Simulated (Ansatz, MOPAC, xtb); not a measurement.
# How methods differ on PBr3 (phosphorus tribromide)

PBr3, singlet, SMILES `BrP(Br)Br`. Each level relaxes the structure for itself.

Quantity: the highest harmonic wavenumber at each level's own minimum, in cm⁻¹. The values are calculated.

```json
{"level": "PM7", "kind": "semi-empirical", "program": "MOPAC", "value (cm⁻¹)": "414"}
{"level": "PM7-", "kind": "semi-empirical", "program": "MOPAC", "value (cm⁻¹)": "414"}
{"level": "GFN2-xTB", "kind": "semi-empirical", "program": "xtb", "value (cm⁻¹)": "369"}
{"level": "HF/STO-3G", "kind": "Hartree–Fock", "program": "Ansatz", "value (cm⁻¹)": "543"}
{"level": "HF/3-21G", "kind": "Hartree–Fock", "program": "Ansatz", "value (cm⁻¹)": "385"}
{"level": "HF/6-31G* (Cartesian functions)", "kind": "Hartree–Fock", "program": "Ansatz", "value (cm⁻¹)": "438"}
{"level": "PBE/def2-SVP", "kind": "GGA", "program": "Ansatz", "value (cm⁻¹)": "373"}
{"level": "PBE0-D4/def2-TZVP", "kind": "global hybrid", "program": "Ansatz", "value (cm⁻¹)": "403"}
{"level": "B3LYP/6-31G* (Cartesian functions)", "kind": "global hybrid", "program": "Ansatz", "value (cm⁻¹)": "377"}
{"level": "MP2/6-31G* (Cartesian functions)", "kind": "perturbation theory", "program": "Ansatz", "value (cm⁻¹)": "410"}
```

All-electron rows without a relativistic Hamiltonian named are non-relativistic. Harmonic and unscaled. The values span 369 to 543 cm⁻¹. In the correlated wave-function rows the outer d shell of Br is correlated, in sets not made for it. Without the sets that lack polarisation functions the rows with a basis span only 373 to 438 cm⁻¹.

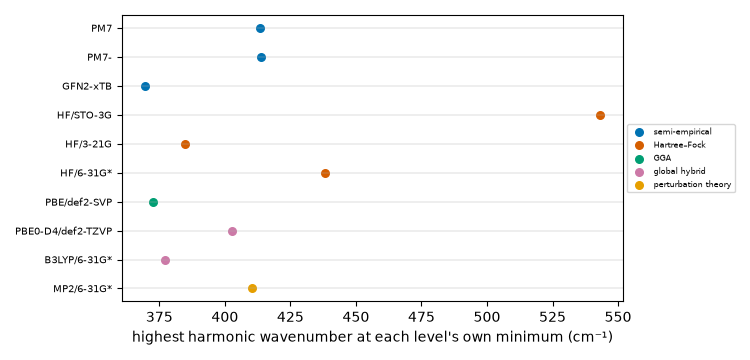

The values of the table, level by level.
